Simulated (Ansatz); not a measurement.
**SiC (wurtzite): frozen-phonon scan**

SiC (wurtzite)

```yaml
crystal:
  lattice:
    - [6.18391, 0.00000, 0.00000]
    - [-1.54598, 2.67771, 0.00000]
    - [0.00000, 0.00000, 5.07427]
  atoms:
    - { symbol: Si, position: [0.33333, 0.33333, 0.00052] }
    - { symbol: Si, position: [0.83333, 0.33333, 0.00052] }
    - { symbol: Si, position: [0.16667, 0.66667, 0.50052] }
    - { symbol: Si, position: [0.66667, 0.66667, 0.50052] }
    - { symbol: C, position: [0.33333, 0.33333, 0.62468] }
    - { symbol: C, position: [0.83333, 0.33333, 0.62468] }
    - { symbol: C, position: [0.16667, 0.66667, 0.12468] }
    - { symbol: C, position: [0.66667, 0.66667, 0.12468] }
```

The atoms are displaced by Q × the pattern below (from a DFPT mode at M = (0.5, 0.0, 0.0), largest move 1; Q in Å), at fixed cell. (q is in reciprocal vectors of the primitive cell; the cell shown is doubled to hold the pattern.)

```
atom       x       y       z
----  ------  ------  ------
Si1   -0.041  -0.023   0.999
Si2    0.041   0.023  -0.999
Si3    0.041   0.023   0.999
Si4   -0.041  -0.023  -0.999
C5     0.156   0.090   0.652
C6    -0.156  -0.090  -0.652
C7    -0.156  -0.090   0.652
C8     0.156   0.090  -0.652
```

These are PBE (plane waves to 420 eV, PAW, scalar-relativistic; Ansatz, an electronic-structure program) values and carry that method's errors. k mesh 6×12×7 (Γ-centred), Fermi-Dirac smearing 0.05 eV. Energies are smeared free energies. SiC was relaxed with its symmetry unable to fall. ΔE is measured from the undisplaced structure.

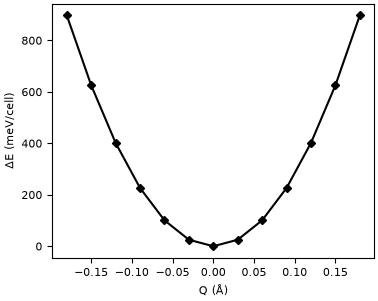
Figure: ΔE (meV/cell) against Q (Å); computed points joined by lines.

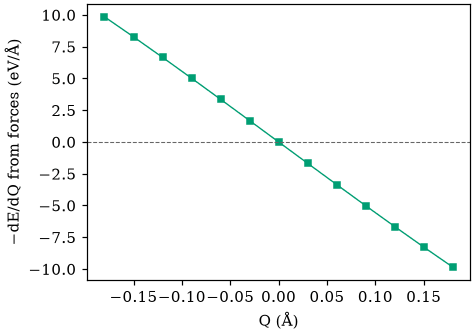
Figure. −dE/dQ from forces (eV/Å) against Q (Å); markers are the computed points, lines only join them.

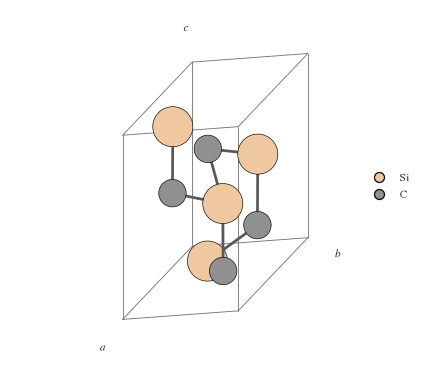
Fig. 1. The cell of the calculation at Q = 0.180 Å.

The energy at Q = 0.180 Å is 898 meV/cell. Symmetry of the curve: even: the same for both signs. Harmonic wavenumber from the curvature (finite differences): 337 cm⁻¹. Space group of the distorted cell: Pmn2_1 (No. 31), lowered from P6_3mc. Shape of the curve: a single well with its minimum at or next to zero displacement.

E″ = 56.07 eV/Å², M = Σ mᵢ|uᵢ|² = 134.3 u, ν̃ = 521.5·√(|E″|/M).

(A displaced cell: forces are minus the slopes of the energy, force constants its curvatures, and phonons follow from these.)
